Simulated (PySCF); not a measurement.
# MoF₆ (-3): ligand-field states

Aim: compute the ligand-field states of MoF₆ (-3).

Computed with PySCF 2.14.0 and routines of our own; the level stands in each step. Atoms count from 0.

## 1. The system as given

7 atoms, charge -3, states of the metal's open shell are computed; geometry from: model start, shaken.

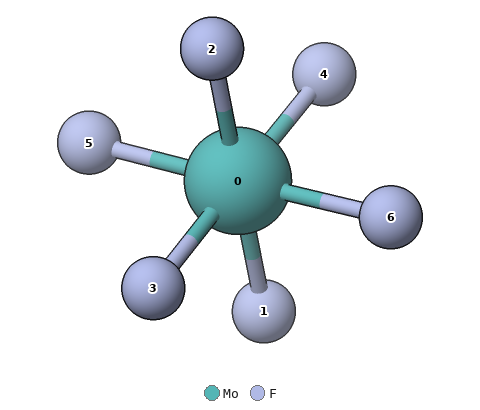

The starting geometry (molybdenum teal, fluorine light blue); sticks join atoms by distance alone.

## 2. Relaxing the molecule at PBE0-D3(BJ)/def2-TZVP

The job: settings as JSON, then the geometry in Å.

```
{"job": {"xc": "PBE0", "basis": "def2-TZVP", "d3": "d3bj", "grid": 1, "maxiter": 45, "solvent": "water", "kind": "geom"}, "charge": -3, "metal": "Mo", "open_shell": "d3"}
Mo     0.000020     0.004480    -0.004110
F     -0.013360    -0.006820     1.975130
F      0.000900     0.020100    -1.997380
F      1.980690     0.007350     0.005350
F     -1.988420    -0.013960    -0.000440
F      0.010430     1.969840    -0.006860
F     -0.028520    -2.009340    -0.027630
```

Command:

```sh
OMP_NUM_THREADS=1 python lf_run.py task.json out
```

One launch serves the whole session: the jobs run in the order shown.

The log of the run:

```text
step   0  E = -667.62553820  max force = 0.038275
step   1  E = -667.63930190  max force = 0.008362
step   2  E = -667.64028035  max force = 0.002059
step   3  E = -667.64032385  max force = 0.000569
step   4  E = -667.64033441  max force = 0.000306
optimisation converged
```

It took 2.7 min on 1 thread of Intel Xeon Platinum 8488C, shared host; peak memory 1.4 GiB.

Relaxation path:

```
step  energy from step 0 (eV)  largest force component (eV/Å)
   0                   0.0000                          1.9682
   1                  -0.3745                          0.4300
   2                  -0.4012                          0.1059
   3                  -0.4023                          0.0293
   4                  -0.4026                          0.0157
```

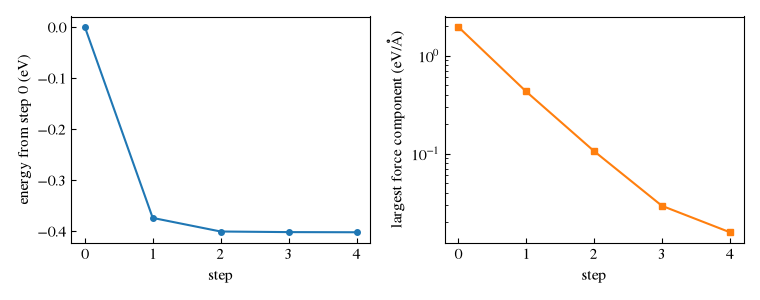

Energy and force, step by step.

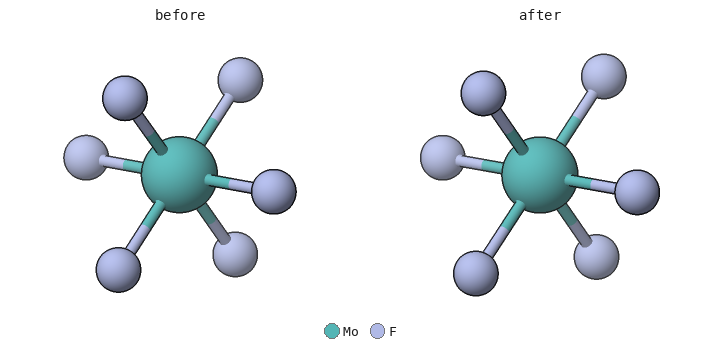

Before and after, at one scale.

Distances of close pairs at the start and the end, largest changes first:

```
  bond  before (Å)  after (Å)  change (Å)
Mo0–F5       1.965      2.071      +0.105
Mo0–F1       1.979      2.071      +0.092
Mo0–F3       1.981      2.071      +0.090
Mo0–F4       1.989      2.071      +0.082
Mo0–F2       1.993      2.071      +0.078
Mo0–F6       2.014      2.071      +0.057
```

The next job starts from the end point, and lists it.

```
                         at the end point                value
  point group (found at 0.08 Å tolerance)                   Oh
rotational constants (GHz, main isotopes)  1.552, 1.550, 1.550
                                     ⟨S²⟩                3.757
```

## 3. Ligand-field states: state-averaged CASSCF in water

The job: settings as JSON, then the geometry in Å.

```
{"job": {"kind": "lf", "basis": {"metal": "x2c-TZVPall", "ligand": "x2c-SVPall"}, "nevpt": true, "solvent": "water"}, "charge": -3, "metal": "Mo", "open_shell": "d3"}
Mo     0.000000     0.000000     0.000000
F     -0.000000     2.071008     0.000000
F      0.000000    -2.071008    -0.000000
F     -0.000000    -0.000000     2.071008
F      0.000000     0.000000    -2.071008
F      2.071008     0.000000    -0.000000
F     -2.071008    -0.000000     0.000000
```

Method: state-averaged CASSCF of the metal d shell, SC-NEVPT2 on the averaged canonical orbitals, state-interaction spin-orbit coupling.

The log of the run:

```text
basis functions 147, electrons 99, active (3e, 5o)
stage 1: DIIS on the effective Fock matrix, level shift 0.30
cycle   1  E = -4639.8664638427  dE = -4.640e+03  max|g| = 2.661e+00
cycle   2  E = -4639.6039834114  dE =  2.625e-01  max|g| = 2.006e+00
cycle   3  E = -4642.1851197745  dE = -2.581e+00  max|g| = 1.170e+00
cycle   4  E = -4643.2349638633  dE = -1.050e+00  max|g| = 2.145e-01
cycle   5  E = -4643.3317215352  dE = -9.676e-02  max|g| = 5.907e-02
cycle   6  E = -4643.3444760962  dE = -1.275e-02  max|g| = 2.639e-02
cycle   7  E = -4643.3484859125  dE = -4.010e-03  max|g| = 1.174e-02
cycle   8  E = -4643.3495199780  dE = -1.034e-03  max|g| = 6.032e-03
cycle   9  E = -4643.3498180376  dE = -2.981e-04  max|g| = 3.568e-03
cycle  10  E = -4643.3498967632  dE = -7.873e-05  max|g| = 1.789e-03
cycle  11  E = -4643.3499131491  dE = -1.639e-05  max|g| = 8.847e-04
cycle  12  E = -4643.3499164761  dE = -3.327e-06  max|g| = 4.390e-04
cycle  13  E = -4643.3499171992  dE = -7.231e-07  max|g| = 2.093e-04
cycle  14  E = -4643.3499173573  dE = -1.580e-07  max|g| = 9.667e-05
cycle  15  E = -4643.3499173917  dE = -3.447e-08  max|g| = 4.118e-05
cycle  16  E = -4643.3499173984  dE = -6.662e-09  max|g| = 1.779e-05
cycle  17  E = -4643.3499173997  dE = -1.346e-09  max|g| = 7.488e-06
converged average energy = -4643.3499173997

 mult deg   label        CASSCF/cm-1   NEVPT2/cm-1
   4   1   4A2g                0.0           0.0
   2   2   2Eg             14472.3       12761.1
   2   3   2T1g            14984.2       13177.9
   2   3   2T2g            22365.5       19996.8
   4   3   4T2g            22938.2       24454.0
   4   3   4T1g            30630.0       30801.9
   2   1   2A1g            34590.4       34700.6
   2   3   2T2g            36860.7       36569.5
   2   3   2T1g            37358.8       36995.3
   2   2   2Eg             39007.6       38302.8
   2   3   2T1g            42563.0       41159.3
   2   3   2T2g            47671.4       44696.4
   2   1   2A2g            49188.3       46148.8
   4   3   4T1g            49112.1       51011.4
   2   2   2Eg             59061.1       55171.7
   2   3   2T1g            59612.4       60723.2
   2   3   2T2g            61131.0       61399.8
   2   3   2T1g            66716.0       65700.4
   2   3   2T2g            81484.9       77222.4
   2   2   2Eg             87951.1       88226.1

spin-orbit levels / cm-1
      0.00  x4  4A2g 1.00
  12696.36  x4  2Eg 0.97
  13063.33  x4  2T1g 0.96
  13296.30  x2  2T1g 0.99
  19970.35  x4  2T2g 0.96
  20258.41  x2  2T2g 0.99
  24225.51  x2  4T2g 0.99
  24422.21  x4  4T2g 0.98
  24674.48  x4  4T2g 0.98
  24714.30  x2  4T2g 0.99
  30821.02  x2  4T1g 0.97
  30891.90  x2  4T1g 0.99
  30907.91  x4  4T1g 0.99
  30942.58  x4  4T1g 0.99
  34845.83  x2  2A1g 0.96
  36519.54  x2  2T2g 0.99
  36594.10  x4  2T2g 0.95 2Eg 0.04
  36680.96  x2  2T1g 0.98
  37254.56  x4  2T1g 0.99
  38460.30  x4  2Eg 0.95 2T2g 0.04
```

Run time: 12 s. Hardware: 1 thread of Intel Xeon Platinum 8488C, shared host; peak memory 0.59 GiB.

Key values:

```
             quantity     value
spin-orbit constant ζ  743 cm⁻¹
```

Powder susceptibility:

```
T (K)  χT (cm³ K/mol)  μ(eff)
    2           1.751    3.74
    5           1.751    3.74
   10           1.751    3.74
   20           1.752    3.74
   30           1.752    3.74
   50           1.753    3.74
   75           1.755    3.75
  100           1.756    3.75
  150           1.759    3.75
  200           1.762    3.75
  250           1.764    3.76
  300           1.767    3.76
```

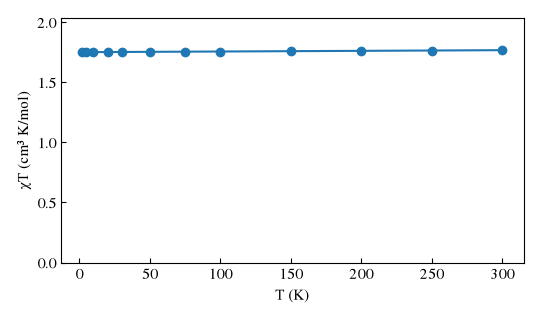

χT against temperature.

The fields below are evaluated on a grid from the run's orbitals.

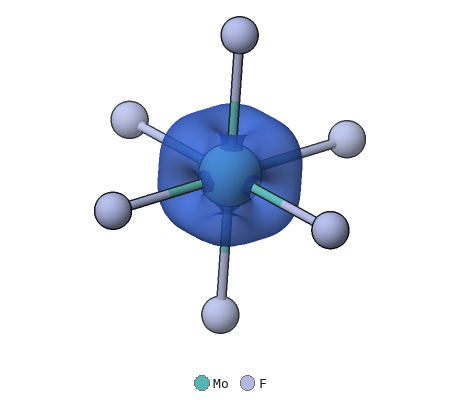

Spin density at ±0.3 e/Å³ (alpha excess blue, beta excess red).

In these pictures sticks join atoms by distance alone, so bonds to metals can be missing or extra.

## 4. Ligand-field states: state-averaged CASSCF (basis x2c-TZVPall) in water

The job: settings as JSON, then the geometry in Å.

```
{"job": {"kind": "lf", "basis": "x2c-TZVPall", "nevpt": true, "solvent": "water"}, "charge": -3, "metal": "Mo", "open_shell": "d3"}
Mo     0.000000     0.000000     0.000000
F     -0.000000     2.071008     0.000000
F      0.000000    -2.071008    -0.000000
F     -0.000000    -0.000000     2.071008
F      0.000000     0.000000    -2.071008
F      2.071008     0.000000    -0.000000
F     -2.071008    -0.000000     0.000000
```

Level: state-averaged CASSCF of the metal d shell, SC-NEVPT2 on the averaged canonical orbitals, state-interaction spin-orbit coupling.

The log of the run:

```text
basis functions 249, electrons 99, active (3e, 5o)
stage 1: DIIS on the effective Fock matrix, level shift 0.30
cycle   1  E = -4640.4843657896  dE = -4.640e+03  max|g| = 2.278e+00
cycle   2  E = -4642.6873590337  dE = -2.203e+00  max|g| = 1.278e+00
cycle   3  E = -4643.8355429179  dE = -1.148e+00  max|g| = 5.933e-01
cycle   4  E = -4644.0948509724  dE = -2.593e-01  max|g| = 1.097e-01
cycle   5  E = -4644.1105766230  dE = -1.573e-02  max|g| = 2.635e-02
cycle   6  E = -4644.1123076484  dE = -1.731e-03  max|g| = 1.598e-02
cycle   7  E = -4644.1127498985  dE = -4.423e-04  max|g| = 5.273e-03
cycle   8  E = -4644.1128335400  dE = -8.364e-05  max|g| = 2.529e-03
cycle   9  E = -4644.1128617721  dE = -2.823e-05  max|g| = 1.483e-03
cycle  10  E = -4644.1128701039  dE = -8.332e-06  max|g| = 8.578e-04
cycle  11  E = -4644.1128730421  dE = -2.938e-06  max|g| = 4.690e-04
cycle  12  E = -4644.1128739609  dE = -9.188e-07  max|g| = 2.431e-04
cycle  13  E = -4644.1128742516  dE = -2.907e-07  max|g| = 1.433e-04
cycle  14  E = -4644.1128743409  dE = -8.930e-08  max|g| = 9.502e-05
cycle  15  E = -4644.1128743695  dE = -2.864e-08  max|g| = 6.275e-05
cycle  16  E = -4644.1128743801  dE = -1.053e-08  max|g| = 3.458e-05
cycle  17  E = -4644.1128743840  dE = -3.940e-09  max|g| = 2.083e-05
cycle  18  E = -4644.1128743854  dE = -1.372e-09  max|g| = 1.090e-05
cycle  19  E = -4644.1128743859  dE = -4.993e-10  max|g| = 7.722e-06
converged average energy = -4644.1128743859

 mult deg   label        CASSCF/cm-1   NEVPT2/cm-1
   4   1   4A2g                0.0           0.0
   2   2   2Eg             14457.4       12666.7
   2   3   2T1g            14968.4       13058.7
   2   3   2T2g            22314.1       19797.0
   4   3   4T2g            22636.5       23869.2
   4   3   4T1g            30294.5       30073.4
   2   1   2A1g            34282.9       34058.5
   2   3   2T2g            36540.5       35869.0
   2   3   2T1g            37048.0       36306.3
   2   2   2Eg             38694.3       37604.5
   2   3   2T1g            42224.8       40352.9
   2   3   2T2g            47349.6       43864.4
   2   1   2A2g            48849.9       45239.1
   4   3   4T1g            48529.1       49846.6
   2   2   2Eg             58680.2       54205.6
   2   3   2T1g            58997.0       59465.9
   2   3   2T2g            60487.0       60067.5
   2   3   2T1g            66082.0       64309.5
   2   3   2T2g            80794.7       75540.5
   2   2   2Eg             87025.4       86319.0

spin-orbit levels / cm-1
      0.00  x4  4A2g 1.00
  12599.14  x4  2Eg 0.97
  12942.41  x4  2T1g 0.96
  13177.08  x2  2T1g 0.99
  19766.95  x4  2T2g 0.96
  20054.55  x2  2T2g 0.98
  23643.54  x2  4T2g 0.99
  23842.15  x4  4T2g 0.98
  24090.85  x4  4T2g 0.98
  24131.08  x2  4T2g 0.99
  30099.43  x2  4T1g 0.97
  30165.00  x2  4T1g 0.99
  30181.14  x4  4T1g 0.98
  30218.89  x4  4T1g 0.99
  34202.34  x2  2A1g 0.96
  35819.26  x2  2T2g 0.99
  35893.67  x2  2T2g 0.95 2Eg 0.04
  35893.68  x2  2T2g 0.95 2Eg 0.04
  35991.92  x2  2T1g 0.98
  36565.91  x2  2T1g 0.99
  36565.93  x2  2T1g 0.99
  37762.65  x2  2Eg 0.95 2T2g 0.04
```

It took 27 s on 1 thread of Intel Xeon Platinum 8488C, shared host; peak memory 1 GiB.

In short:

```
             quantity     value
spin-orbit constant ζ  741 cm⁻¹
```

Powder susceptibility:

```
T (K)  χT (cm³ K/mol)  μ(eff)
    2           1.749    3.74
   20           1.750    3.74
  100           1.754    3.75
  300           1.765    3.76
```

## 5. Ligand-field states: state-averaged CASSCF (avg hs) in water

Settings changed since step 4:

```diff
@@ -1,2 +1,2 @@
-{"job": {"kind": "lf", "basis": "x2c-TZVPall", "nevpt": true, "solvent": "water"}, "charge": -3, "metal": "Mo", "open_shell": "d3"}
+{"job": {"kind": "lf", "basis": {"metal": "x2c-TZVPall", "ligand": "x2c-SVPall"}, "nevpt": true, "solvent": "water", "avg": "hs"}, "charge": -3, "metal": "Mo", "open_shell": "d3"}
 Mo     0.000000     0.000000     0.000000
```

Level: state-averaged CASSCF of the metal d shell, SC-NEVPT2 on the averaged canonical orbitals, state-interaction spin-orbit coupling.

The log of the run:

```text
basis functions 147, electrons 99, active (3e, 5o)
stage 1: DIIS on the effective Fock matrix, level shift 0.30
cycle   1  E = -4639.8913177899  dE = -4.640e+03  max|g| = 2.661e+00
cycle   2  E = -4639.7148147925  dE =  1.765e-01  max|g| = 1.959e+00
cycle   3  E = -4642.3022457093  dE = -2.587e+00  max|g| = 1.133e+00
cycle   4  E = -4643.3000508101  dE = -9.978e-01  max|g| = 2.022e-01
cycle   5  E = -4643.3848838773  dE = -8.483e-02  max|g| = 6.438e-02
cycle   6  E = -4643.3969053587  dE = -1.202e-02  max|g| = 2.806e-02
cycle   7  E = -4643.3999634814  dE = -3.058e-03  max|g| = 1.094e-02
cycle   8  E = -4643.4006178009  dE = -6.543e-04  max|g| = 5.589e-03
cycle   9  E = -4643.4008096674  dE = -1.919e-04  max|g| = 3.034e-03
cycle  10  E = -4643.4008568183  dE = -4.715e-05  max|g| = 1.566e-03
cycle  11  E = -4643.4008673252  dE = -1.051e-05  max|g| = 7.890e-04
cycle  12  E = -4643.4008694274  dE = -2.102e-06  max|g| = 3.590e-04
cycle  13  E = -4643.4008698212  dE = -3.938e-07  max|g| = 1.373e-04
cycle  14  E = -4643.4008698994  dE = -7.816e-08  max|g| = 6.327e-05
cycle  15  E = -4643.4008699146  dE = -1.521e-08  max|g| = 2.861e-05
cycle  16  E = -4643.4008699174  dE = -2.866e-09  max|g| = 1.151e-05
cycle  17  E = -4643.4008699180  dE = -5.275e-10  max|g| = 5.059e-06
converged average energy = -4643.4008699180

 mult deg   label        CASSCF/cm-1   NEVPT2/cm-1
   4   1   4A2g                0.0           0.0
   2   2   2Eg             14700.4       12832.5
   2   3   2T1g            15225.5       13257.5
   2   3   2T2g            22680.7       20110.4
   4   3   4T2g            22923.0       24441.8
   4   3   4T1g            30712.4       30833.2
   2   1   2A1g            34789.4       34747.8
   2   3   2T2g            37113.5       36648.1
   2   3   2T1g            37600.8       37067.6
   2   2   2Eg             39277.3       38373.7
   2   3   2T1g            42894.3       41276.5
   2   3   2T2g            48091.7       44815.2
   2   1   2A2g            49613.5       46275.5
   4   3   4T1g            49171.8       50984.2
   2   2   2Eg             59588.9       55361.5
   2   3   2T1g            59864.0       60783.7
   2   3   2T2g            61418.4       61469.8
   2   3   2T1g            67102.7       65800.3
   2   3   2T2g            82131.7       77428.4
   2   2   2Eg             88370.5       88284.9

spin-orbit levels / cm-1
      0.00  x4  4A2g 1.00
  12765.72  x4  2Eg 0.97
  13140.20  x4  2T1g 0.96
  13378.48  x2  2T1g 0.99
  20081.46  x4  2T2g 0.96
  20375.65  x2  2T2g 0.99
  24212.39  x2  4T2g 0.99
  24412.01  x4  4T2g 0.98
  24665.55  x4  4T2g 0.98
  24706.08  x2  4T2g 0.99
  30859.34  x2  4T1g 0.97
  30921.26  x2  4T1g 0.99
  30938.39  x4  4T1g 0.99
  30980.04  x4  4T1g 0.99
  34897.45  x2  2A1g 0.96
  36598.25  x2  2T2g 0.99
  36672.88  x4  2T2g 0.95 2Eg 0.04
  36749.62  x2  2T1g 0.98
  37329.83  x4  2T1g 0.99
  38534.99  x4  2Eg 0.95 2T2g 0.04
```

It took 9.6 s on 1 thread of Intel Xeon Platinum 8488C, shared host; peak memory 0.59 GiB.

From this job:

```
             quantity     value
spin-orbit constant ζ  751 cm⁻¹
```

Powder susceptibility:

```
T (K)  χT (cm³ K/mol)  μ(eff)
    2           1.748    3.74
   20           1.748    3.74
  100           1.753    3.74
  300           1.764    3.76
```

## 6. Ligand field across the series

From the NEVPT2 states (cm⁻¹; the spread is that of the fitted one-electron ligand-field levels):

```
step            setting  ground state    next state  orbital spread  Racah B    ζ  μ(eff), 300 K
   3           as given          4A2g  2Eg at 12761           23759      703  743           3.76
   4  basis x2c-TZVPall          4A2g  2Eg at 12667           23188      694  741           3.76
   5             avg hs          4A2g  2Eg at 12832           23702      713  751           3.76
```

## 7. Outcome

```
                                                         quantity                 value
                                                      point group                    Oh
                             rotational constants (main isotopes)  1.55, 1.55, 1.55 GHz
   spin-orbit constant ζ (step 3, state-averaged CASSCF in water)              743 cm⁻¹
ground multiplicity, μ(eff) at 300 K (step 3, 6 donors at 2.07 Å)            4, 3.76 μB
ground multiplicity, μ(eff) at 300 K (step 4, 6 donors at 2.07 Å)            4, 3.76 μB
ground multiplicity, μ(eff) at 300 K (step 5, 6 donors at 2.07 Å)            4, 3.76 μB
```

Over 4 steps the energy fell by 0.403 eV; of the close pairs, Mo0–F5 changed most, 1.965 to 2.071 Å. In step 3, χT goes from 1.75 at 2 K to 1.77 cm³ K/mol at 300 K: nearly flat, so one level governs the whole range.
